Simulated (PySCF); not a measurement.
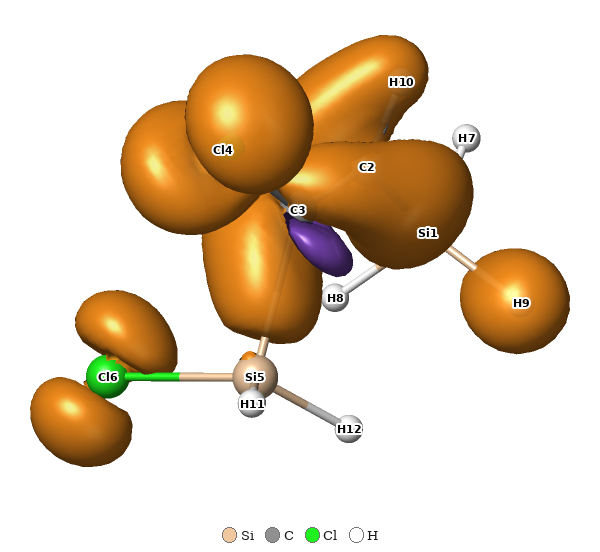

*C₂H₆Cl₂Si₂ (SMILES [SiH3][CH+][C](Cl)[SiH2]Cl) (charge +1, doublet). Isosurfaces of the spin density (α minus β) at +0.015 (orange) and −0.015 e/Å³ (purple), seen at an oblique angle.*

Geometry: GFN2-xTB.

These are results of UKS B3LYP, pcH-1 on C Cl H Si, non-relativistic, mean-field spin-orbit, GIAO (PySCF), not measurements.

```yaml
atoms:
  - { symbol: Si, position_ang: [1.7891, 0.4014, 0.6542] }
  - { symbol: C, position_ang: [0.7806, -0.7793, -0.5081] }
  - { symbol: C, position_ang: [-0.5033, -0.8453, -0.7211] }
  - { symbol: Cl, position_ang: [-1.4663, -2.0111, -1.4846] }
  - { symbol: Si, position_ang: [-1.8111, 0.5745, -0.0665] }
  - { symbol: Cl, position_ang: [-2.4959, -0.2455, 1.5963] }
  - { symbol: H, position_ang: [3.0794, -0.2424, 0.8655] }
  - { symbol: H, position_ang: [0.9903, 0.5400, 1.8710] }
  - { symbol: H, position_ang: [1.8677, 1.6236, -0.1523] }
  - { symbol: H, position_ang: [1.4626, -1.4321, -1.0402] }
  - { symbol: H, position_ang: [-2.7576, 0.6881, -1.1656] }
  - { symbol: H, position_ang: [-0.9343, 1.7274, 0.1254] }
```

Which atoms carry the spin?

Answer. The unpaired spin (1 electron) lies mostly on C2 (about 0.3), C3 (about 0.2), Cl4 (about 0.2) and Cl6 (about 0.1), in electrons by Hirshfeld's partition.
